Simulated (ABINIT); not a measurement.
# TlAsF6 (R-3): a self-consistent loop beyond G0W0, cycle by cycle

Aim: iterate the self-energy on TlAsF6 (R-3) and follow the gap from cycle to cycle.

Method: PBEsol and many-body steps on it, plane waves, in ABINIT 10.8.3.

### Step 1. The starting structure

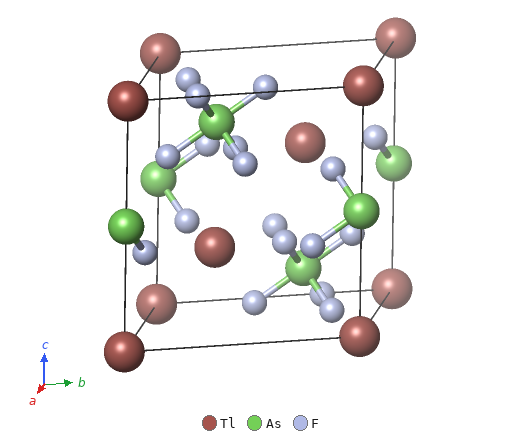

Start, viewed slightly off an axis; thallium brown, arsenic green, fluorine light blue. This picture shows the conventional cell, with its axes. Some periodic images of atoms are drawn too.

The cell and positions are those that the Materials Project relaxed with its own functionals (PBE, PBE+U or r2SCAN), kept fixed. Spin-orbit coupling is left out unless a step names it.

### Step 2. Empty states on the mesh, 2×2×2 mesh, 167 bands

This step: ABINIT 10.8.3; DFT, PBEsol, plane waves, norm-conserving pseudopotentials.

The sums over transitions need many empty states on a uniform mesh; this step solves for them.

File run.abi:

```
acell 3*1.0 Angstrom
rprim 
  3.720723898783 2.148160944528 2.482723275713
  -3.720723898783 2.148160944528 2.482723275713
  0.000000000000 -4.296321889101 2.482723275674
ntypat 3
znucl 81 33 9
natom 8
typat 1 2 3 3 3 3 3 3
xred 
  0.000000000000 0.000000000000 0.000000000000
  0.500000000000 0.500000000000 0.500000000000
  0.698048100000 0.789498230000 0.423038160000
  0.789498230000 0.423038160000 0.698048100000
  0.210501770000 0.576961840000 0.301951900000
  0.423038160000 0.698048100000 0.789498230000
  0.576961840000 0.301951900000 0.210501770000
  0.301951900000 0.210501770000 0.576961840000
pp_dirpath "pseudos"
pseudos "Tl.upf, As.upf, F.upf"
ecut 44
ngkpt 2 2 2
nshiftk 1
shiftk 0 0 0
kptopt 1
chksymbreak 0
iscf -2
irdden 1
istwfk *1
nband 167
nbdbuf 14
tolwfr 1e-09
nstep 60
prtvol 0
indata_prefix "in"
outdata_prefix "out"
tmpdata_prefix "tmp"
```

Run with:

```sh
> OMP_NUM_THREADS=2 mpirun -n 4 abinit run.abi > log
```

Numbers of over 12 decimals in the logs are rounded to 6 here.

Log:

```text
.Version 10.8.3 of ABINIT. v10.8.2 released Aug 2026.

 Symmetries : space group R-3 (#148); Bravais hR (rhombohedral)
[... echo of the input left out ...]
== DATASET  1 ==================================================================
-   mpi_nproc: 4, omp_nthreads: 2 (-1 if OMP is not activated)

--- !DatasetInfo
iteration_state: {dtset: 1, }
dimensions: {natom: 8, nkpt: 4, mband: 167, nsppol: 1, nspinor: 1, nspden: 1, mpw: 11210, }
cutoff_energies: {ecut:  44.0, pawecutdg:  -1.0, }
[...]
1.95208    1.95208    1.96028    1.97599    1.97599    1.98724    2.00198    2.00774
   2.00774    2.04109    2.04109    2.04358    2.04723    2.07952    2.07952    2.08201
   2.08275    2.08397    2.08397    2.11380    2.11693    2.12003    2.12033
 prteigrs : prtvol=0 or 1, do not print more k-points.

== END DATASET(S) ==============================================================
================================================================================

 -outvars: echo values of variables after computation  --------
            nband         167
             nkpt           4
          spgroup         148
 [... the other variables as echoed above ...]

 Calculation completed.
```

Wall time 2.8 min (4 MPI ranks of Arm Neoverse N1, shared host); peak memory 0.54 GiB; 18 min of CPU time.

Numbers from this step:

```yaml
gap: 4.749 eV
k_of_the_valence_top: 0.5, 0.5, 0
k_of_the_conduction_bottom: 0.5, 0, 0
least_direct_gap: 4.777 eV
k_points_computed: 4
lowest_point_of_the_top_converged_band_above_the_valence_top: 53.6432 eV
```

On this mesh the gap is 4.749 eV.

The density comes from a self-consistent run that is not shown.

### Step 3. Screening, 2×2×2 mesh, 153 bands, screening to 130.6 eV

The RPA dielectric matrix is built and inverted for each q.

This step: RPA screening on PBEsol, plane waves, norm-conserving pseudopotentials.

Edit run.abi of step 2 so:

```diff
@@ -26,10 +26,11 @@
 chksymbreak 0
-iscf -2
-irdden 1
 istwfk *1
-nband 167
-nbdbuf 14
-tolwfr 1e-09
-nstep 60
-prtvol 0
+occopt 1
+irdwfk 1
+optdriver 3
+nband 153
+ecuteps 4.8
+inclvkb 2
+awtr 1
+symchi 1
 indata_prefix "in"
```

Run with:

```sh
> OMP_NUM_THREADS=1 mpirun -n 8 abinit run.abi > log
```

Log:

```text
.Version 10.8.3 of ABINIT. v10.8.2 released Aug 2026.

 Symmetries : space group R-3 (#148); Bravais hR (rhombohedral)
[... echo of the input left out ...]
== DATASET  1 ==================================================================
-   mpi_nproc: 8, omp_nthreads: 1 (-1 if OMP is not activated)

--- !DatasetInfo
iteration_state: {dtset: 1, }
dimensions: {natom: 8, nkpt: 4, mband: 153, nsppol: 1, nspinor: 1, nspden: 1, mpw: 11210, }
cutoff_energies: {ecut:  44.0, pawecutdg:  -1.0, }
electrons: {nelect:   8.60000000E+01, charge:   0.00000000E+00, occopt:   1.00000000E+00, tsmear:   1.00000000E-02, }

 SCREENING: Calculation of the susceptibility and dielectric matrices

 Based on a program developped by R.W. Godby, V. Olevano, G. Onida, and L. Reining.
 Incorporated in ABINIT by V. Olevano, G.-M. Rignanese, and M. Torrent.
.Using double precision arithmetic ; gwpc =  8

[... cell and pseudopotentials left out ...]
--------------------------------------------------------------------------------

 ==== K-mesh for the wavefunctions ====
 Number of points in the irreducible wedge :     4
[... list of points left out ...]
 Together with  6 symmetry operations and time-reversal symmetry
 yields     8 points in the full Brillouin Zone.

 ==== Q-mesh for the screening function ====
 Number of points in the irreducible wedge :     4
[... list of points left out ...]
 Together with  6 symmetry operations and time-reversal symmetry
 yields     8 points in the full Brillouin Zone.

 setmesh: FFT mesh size selected  =    40x   40x   40
          total number of points  =        64000

 vcoul_init : cutoff-mode = AUXILIARY_FUNCTION
 q-points for optical limit:   1
     1)      0.000010    0.000020    0.000030

- screening: taking advantage of time-reversal symmetry
- Maximum band index for partially occupied states nbvw = 43
- Remaining bands to be divided among processors   nbcw = 110
- Number of bands treated by each node ~13

 Number of electrons calculated from density =   86.0000; Expected =   86.0000
 average of density, n =  0.107036
 r_s =    1.3066
 omega_plasma =   31.5587 [eV]

 calculating chi0 at frequencies [eV] :
  1    0.000000E+00    0.000000E+00
  2    0.000000E+00    3.155874E+01

--------------------------------------------------------------------------------
  q-point number  1        q = ( 0.000000, 0.000000, 0.000000) [r.l.u.]
--------------------------------------------------------------------------------
[... chi0 elements left out ...]
 For q-point:  0.000010 0.000020 0.000030
  dielectric constant =   2.4581
  dielectric constant without local fields =   2.8702

  Average fulfillment of the sum rule on Im[epsilon] for q-point    1 :     40.37  [%]
[... wings left out ...]
  q-point number  2        q = ( 0.500000, 0.000000, 0.000000) [r.l.u.]
--------------------------------------------------------------------------------
[... chi0 elements left out ...]
  Average fulfillment of the sum rule on Im[epsilon] for q-point    2 :     45.89  [%]

 [... 2 further q-points ...]
```

Elapsed: 3 min, on 8 MPI ranks; peak memory 3.4 GiB; 24 min of CPU time.

This step gave:

```
ε∞ with local fields, on this mesh, along the program's q direction : 2.458
the same without local fields                                       : 2.870
plasma frequency                                                    : 31.56 eV
plane waves in the screening matrix                                 : 407
```

Local fields lower ε∞ by 14 %. On a Γ-centred mesh this coarse the value itself is usually too large, while a short band sum pulls it down.

### Step 4. G0W0

The self-energy is evaluated for the states that the input lists, and the levels follow from it, in one-shot runs by the linearised quasiparticle equation.

This step: G0W0 on PBEsol, plane waves, norm-conserving pseudopotentials.

Edit run.abi of step 3 so:

```diff
@@ -29,8 +29,19 @@
 irdwfk 1
-optdriver 3
+optdriver 4
 nband 153
+gwcalctyp 0
+ecutsigx 44
+symsigma 1
+nkptgw 3
+kptgw 
+  0.5000000000 0.5000000000 0.0000000000
+  0.5000000000 0.0000000000 0.0000000000
+  0.0000000000 0.0000000000 0.0000000000
+bdgw 
+  42 45
+  42 45
+  41 45
 ecuteps 4.8
-inclvkb 2
-awtr 1
-symchi 1
+irdscr 1
+ppmodel 1
 indata_prefix "in"
```

Log:

```text
.Version 10.8.3 of ABINIT. v10.8.2 released Aug 2026.

 Symmetries : space group R-3 (#148); Bravais hR (rhombohedral)
[... echo of the input left out ...]
== DATASET  1 ==================================================================
-   mpi_nproc: 8, omp_nthreads: 1 (-1 if OMP is not activated)

--- !DatasetInfo
iteration_state: {dtset: 1, }
dimensions: {natom: 8, nkpt: 4, mband: 153, nsppol: 1, nspinor: 1, nspden: 1, mpw: 11210, }
cutoff_energies: {ecut:  44.0, pawecutdg:  -1.0, }
electrons: {nelect:   8.60000000E+01, charge:   0.00000000E+00, occopt:   1.00000000E+00, tsmear:   1.00000000E-02, }

 SIGMA: Calculation of the GW corrections

 Based on a program developped by R.W. Godby, V. Olevano, G. Onida, and L. Reining.
 Incorporated in ABINIT by V. Olevano, G.-M. Rignanese, and M. Torrent.
.Using double precision arithmetic ; gwpc =  8

[... cell and pseudopotentials left out ...]
--------------------------------------------------------------------------------

 ==== K-mesh for the wavefunctions ====
 Number of points in the irreducible wedge :     4
[... list of points left out ...]
 Together with  6 symmetry operations and time-reversal symmetry
 yields     8 points in the full Brillouin Zone.

 ==== Q-mesh for screening function ====
 Number of points in the irreducible wedge :     4
[... list of points left out ...]
 Together with  6 symmetry operations and time-reversal symmetry
 yields     8 points in the full Brillouin Zone.

 vcoul_init : cutoff-mode = AUXILIARY_FUNCTION
 q-points for optical limit:   1
     1)      0.000010    0.000020    0.000030
 setmesh: FFT mesh size selected  =    60x   60x   60
          total number of points  =       216000

 Number of electrons calculated from density =   86.0000; Expected =   86.0000
 average of density, n =  0.107036
 r_s =    1.3066
 omega_plasma =   31.5587 [eV]

 === KS Band Gaps ===
  >>>> For spin  1
   Minimum direct gap =   4.7772 [eV], located at k-point      :   0.5000  0.0000  0.0000
   Fundamental gap    =   4.7493 [eV], Top of valence bands at :   0.5000  0.5000  0.0000
                                       Bottom of conduction at :   0.5000  0.0000  0.0000
 SIGMA fundamental parameters:
 PLASMON POLE MODEL  1
 number of plane-waves for SigmaX                11127
 number of plane-waves for SigmaC and W            407
 number of plane-waves for wavefunctions         11127
 number of bands                                   153
 number of independent spin polarizations            1
 number of spinorial components                      1
 number of k-points in IBZ                           4
 number of q-points in IBZ                           4
 number of symmetry operations                       6
 number of k-points in BZ                            8
 number of q-points in BZ                            8
 number of frequencies for dSigma/dE                 9
 frequency step for dSigma/dE [eV]                0.25
 number of omega for Sigma on real axis              0
 max omega for Sigma on real axis  [eV]           0.00
 zcut for avoiding poles [eV]                     0.10

 EPSILON^-1 parameters (SCR file):
 dimension of the eps^-1 matrix on file            407
 dimension of the eps^-1 matrix used               407
 number of plane-waves for wavefunctions         11127
 number of bands                                   153
 number of q-points in IBZ                           4
 number of frequencies                               2
 number of real frequencies                          1
 number of imag frequencies                          1

 matrix elements of self-energy operator (all in [eV])

 Perturbative Calculation

--- !SelfEnergy_ee
iteration_state: {dtset: 1, }
kpoint     : [   0.500,    0.500,    0.000, ]
spin       : 1
KS_gap     :    5.486
QP_gap     :    9.918
Delta_QP_KS:    4.432
data: !SigmaeeData |
     Band     E0 <VxcDFT>   SigX SigC(E0)      Z dSigC/dE  Sig(E)    E-E0       E
       42  -0.556 -23.065 -30.886   5.686   0.806  -0.240 -24.786  -1.721  -2.277
       43   0.423 -16.869 -20.287   1.717   0.852  -0.173 -18.318  -1.450  -1.027
       44   5.909 -22.173 -16.652  -1.984   0.843  -0.186 -19.191   2.982   8.891
       45   7.240 -11.146  -6.798  -2.472   0.878  -0.138  -9.499   1.648   8.888

--- !SelfEnergy_ee
iteration_state: {dtset: 1, }
kpoint     : [   0.500,    0.000,    0.000, ]
spin       : 1
KS_gap     :    4.777
QP_gap     :    8.606
Delta_QP_KS:    3.829
data: !SigmaeeData |
     Band     E0 <VxcDFT>   SigX SigC(E0)      Z dSigC/dE  Sig(E)    E-E0       E
       42  -0.558 -22.941 -30.809   5.689   0.807  -0.240 -24.698  -1.757  -2.315
       43   0.395 -17.275 -20.899   1.923   0.850  -0.177 -18.721  -1.445  -1.050
[...]
--- !SelfEnergy_ee
iteration_state: {dtset: 1, }
kpoint     : [   0.000,    0.000,    0.000, ]
spin       : 1
KS_gap     :    6.156
QP_gap     :   10.656
Delta_QP_KS:    4.500
data: !SigmaeeData |
     Band     E0 <VxcDFT>   SigX SigC(E0)      Z dSigC/dE  Sig(E)    E-E0       E
[...]
43  -0.276 -20.491 -26.715   4.208   0.824  -0.214 -22.152  -1.661  -1.937
       44   5.880 -21.636 -16.248  -2.030   0.846  -0.182 -18.796   2.840   8.719
       45   7.950 -11.050  -6.454  -2.501   0.879  -0.138  -9.208   1.842   9.792

== END DATASET(S) ==============================================================
================================================================================

 -outvars: echo values of variables after computation  --------
           etotal      0.0000000000E+00
            nband         153
             nkpt           4
          spgroup         148
 [... the other variables as echoed above ...]

 Calculation completed.
```

Wall time 41 s (8 MPI ranks); peak memory 2.1 GiB.

This step gave:

* G0W0 gap on the points computed: 8.583 eV
* starting gap on the mesh: 4.749 eV
* k of the valence top: 0.5, 0.5, 0
* k of the conduction bottom: 0.5, 0, 0
* Z at the valence top: 0.852
* Z at the conduction bottom: 0.857
* least direct G0W0 gap on the computed points: 8.606 eV

The gap on the mesh goes from 4.75 eV to 8.58 eV, a correction of +3.83 eV.

### Step 5. evGW0, cycle 1

This step: evGW0 on PBEsol, plane waves, norm-conserving pseudopotentials.

Edit run.abi of step 4 so:

```diff
@@ -31,14 +31,16 @@
 nband 153
-gwcalctyp 0
+gwcalctyp 10
 ecutsigx 44
 symsigma 1
-nkptgw 3
+nkptgw 4
 kptgw 
+  0.0000000000 0.0000000000 0.0000000000
+  0.5000000000 0.0000000000 0.0000000000
   0.5000000000 0.5000000000 0.0000000000
-  0.5000000000 0.0000000000 0.0000000000
-  0.0000000000 0.0000000000 0.0000000000
+  0.5000000000 0.5000000000 0.5000000000
 bdgw 
-  42 45
-  42 45
-  41 45
+  20 54
+  20 54
+  20 54
+  20 54
 ecuteps 4.8
```

Log:

```text
.Version 10.8.3 of ABINIT. v10.8.2 released Aug 2026.

 Symmetries : space group R-3 (#148); Bravais hR (rhombohedral)
[... echo of the input left out ...]
== DATASET  1 ==================================================================
-   mpi_nproc: 8, omp_nthreads: 1 (-1 if OMP is not activated)

--- !DatasetInfo
iteration_state: {dtset: 1, }
dimensions: {natom: 8, nkpt: 4, mband: 153, nsppol: 1, nspinor: 1, nspden: 1, mpw: 11210, }
cutoff_energies: {ecut:  44.0, pawecutdg:  -1.0, }
electrons: {nelect:   8.60000000E+01, charge:   0.00000000E+00, occopt:   1.00000000E+00, tsmear:   1.00000000E-02, }

 SIGMA: Calculation of the GW corrections

 Based on a program developped by R.W. Godby, V. Olevano, G. Onida, and L. Reining.
 Incorporated in ABINIT by V. Olevano, G.-M. Rignanese, and M. Torrent.
.Using double precision arithmetic ; gwpc =  8

[... cell and pseudopotentials left out ...]
--------------------------------------------------------------------------------

 ==== K-mesh for the wavefunctions ====
 Number of points in the irreducible wedge :     4
[... list of points left out ...]
 Together with  6 symmetry operations and time-reversal symmetry
 yields     8 points in the full Brillouin Zone.

 ==== Q-mesh for screening function ====
 Number of points in the irreducible wedge :     4
[... list of points left out ...]
 Together with  6 symmetry operations and time-reversal symmetry
 yields     8 points in the full Brillouin Zone.

 vcoul_init : cutoff-mode = AUXILIARY_FUNCTION
 q-points for optical limit:   1
     1)      0.000010    0.000020    0.000030
 setmesh: FFT mesh size selected  =    60x   60x   60
          total number of points  =       216000

 Number of electrons calculated from density =   86.0000; Expected =   86.0000
[...]
--- !SelfEnergy_ee
iteration_state: {dtset: 1, }
kpoint     : [   0.500,    0.500,    0.000, ]
spin       : 1
KS_gap     :    5.486
QP_gap     :    9.918
Delta_QP_KS:    4.432
data: !SigmaeeData |
     Band     E_DFT   <VxcDFT>   E(N-1)  <Hhartree>   SigX  SigC[E(N-1)]    Z     dSigC/dE  Sig[E(N)]  DeltaE  E(N)_pert E(N)_diago
[...]
--- !SelfEnergy_ee
iteration_state: {dtset: 1, }
kpoint     : [   0.500,    0.500,    0.500, ]
spin       : 1
KS_gap     :    5.451
QP_gap     :    9.815
Delta_QP_KS:    4.364
data: !SigmaeeData |
     Band     E_DFT   <VxcDFT>   E(N-1)  <Hhartree>   SigX  SigC[E(N-1)]    Z     dSigC/dE  Sig[E(N)]  DeltaE  E(N)_pert E(N)_diago
[...]
53    15.466    -8.354    15.466    23.820    -3.150    -3.380     0.877    -0.141    -6.755     1.599    17.065    17.290
       54    15.620   -10.118    15.620    25.738    -4.570    -3.335     0.873    -0.145    -8.185     1.933    17.553    17.833

 New Fermi energy :        1.226362E-01 Ha ,    3.337101E+00 eV

 === QP Band Gaps ===
  >>>> For spin  1
   Minimum direct gap =   9.2583 [eV], located at k-point      :   0.5000  0.0000  0.0000
   Fundamental gap    =   9.2303 [eV], Top of valence bands at :   0.5000  0.5000  0.0000
                                       Bottom of conduction at :   0.5000  0.0000  0.0000

 writing QP data on file : out_QPS

 Convergence of QP corrections
 >>>>> For spin  1 <<<<<
.  kptgw no:  1; Maximum DeltaE = (  -1.495   0.001) for band index: 32
.  kptgw no:  2; Maximum DeltaE = (  -1.982   0.000) for band index: 31
.  kptgw no:  3; Maximum DeltaE = (  -1.749   0.001) for band index: 31
.  kptgw no:  4; Maximum DeltaE = (  -2.688  -0.001) for band index: 25

== END DATASET(S) ==============================================================
================================================================================

 -outvars: echo values of variables after computation  --------
           etotal      0.0000000000E+00
            nband         153
             nkpt           4
          spgroup         148
 [... the other variables as echoed above ...]

 Calculation completed.
```

Run time: 5.9 min. Hardware: 8 MPI ranks; peak memory 6.2 GiB; 47 min of CPU time.

Numbers from this step:

```yaml
quasiparticle_gap_on_the_mesh: 9.23 eV
gap_of_the_density_functional_on_the_mesh: 4.749 eV
k_of_the_valence_top: 0.5, 0.5, 0
k_of_the_conduction_bottom: 0.5, 0, 0
z_at_the_valence_top: 0.852
z_at_the_conduction_bottom: 0.857
least_direct_quasiparticle_gap_on_the_computed_points: 9.258 eV
```

Against G0W0 in ABINIT (2×2×2 mesh, 153 bands, screening to 130.6 eV, Godby-Needs plasmon pole), the gap moves by +0.647 eV. This first cycle still uses the starting levels; it takes the full correction, at all points of the mesh, and its linearised value is 8.583 eV.

### Step 6. evGW0, cycle 2

The corrected levels of the last cycle go back in.

Edit run.abi of step 5 so:

```diff
@@ -48,2 +48,3 @@
 ppmodel 1
+irdqps 1
 indata_prefix "in"
```

Log:

```text
.Version 10.8.3 of ABINIT. v10.8.2 released Aug 2026.

 Symmetries : space group R-3 (#148); Bravais hR (rhombohedral)
[... echo of the input left out ...]
== DATASET  1 ==================================================================
-   mpi_nproc: 8, omp_nthreads: 1 (-1 if OMP is not activated)

--- !DatasetInfo
iteration_state: {dtset: 1, }
dimensions: {natom: 8, nkpt: 4, mband: 153, nsppol: 1, nspinor: 1, nspden: 1, mpw: 11210, }
cutoff_energies: {ecut:  44.0, pawecutdg:  -1.0, }
[...]
.  kptgw no:  2; Maximum DeltaE = (   0.104   0.000) for band index: 31
.  kptgw no:  3; Maximum DeltaE = (   0.091   0.006) for band index: 26
.  kptgw no:  4; Maximum DeltaE = (   0.056   0.001) for band index: 25

== END DATASET(S) ==============================================================
================================================================================

 -outvars: echo values of variables after computation  --------
           etotal      0.0000000000E+00
            nband         153
             nkpt           4
          spgroup         148
 [... the other variables as echoed above ...]

 Calculation completed.
```

It took 6.3 min on 8 MPI ranks; peak memory 6.2 GiB.

Numbers from this step:

```
quasiparticle gap on the mesh                         : 8.927 eV
gap of the density functional on the mesh             : 4.749 eV
k of the valence top                                  : 0.5, 0.5, 0
k of the conduction bottom                            : 0.5, 0, 0
least direct quasiparticle gap on the computed points : 8.962 eV
```

Against the cycle before, the gap moves by −0.303 eV.

(Part 1 of 3 ends here.)

[Paths, hosts, dates, memory and timing lines, banners, echoed tables and standing remarks are left out of the program output.]

[Logs are printed without paths, hosts, clocks, repeated set-up lines and the standing remarks that a program may print on its own settings, such as how far it seeks lower states.]

[Runs of the session that timed out or met a known fault of the program may be left out.]

[Hosts, paths, dates, database ids (printed as entryN), source tags and the programs' standing remarks are cut or masked in the printed files.]

[G0W0 gaps are taken among the corrected bands and points alone; a level outside them can change the order at an edge.]

[Where Ansatz stands beside ABINIT at settings called matched, ABINIT's density can come from a denser mesh and the files from another edition; pairs whose starting gaps differed by over 0.03 eV were left out, so agreement reads better than it is.]
